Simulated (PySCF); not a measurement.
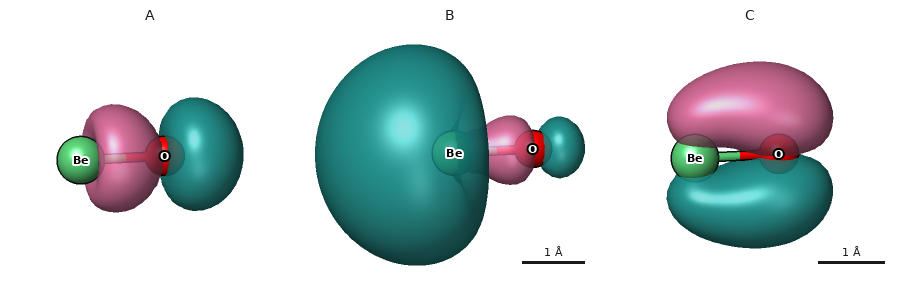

Figure 1: BeO. Three frontier orbitals, each drawn at the value that holds 80 % of its norm (teal and pink are the two phases), in no order; of a degenerate pair one member is drawn.

Level of theory: PBE0/x2c-TZVPPall, spin-free X2C-1e, Gaussian nucleus, at a bond length of 1.327 Å in PySCF.

Label each orbital by symmetry, say whether it is occupied, and order them by energy.

Orbital A: σ, occupied, −8.34 eV; mainly on O (85 %).
Orbital C: π, occupied, −7.34 eV; mainly on O (75 %).
Orbital B: σ, empty, −3.97 eV; mainly on Be (95 %).
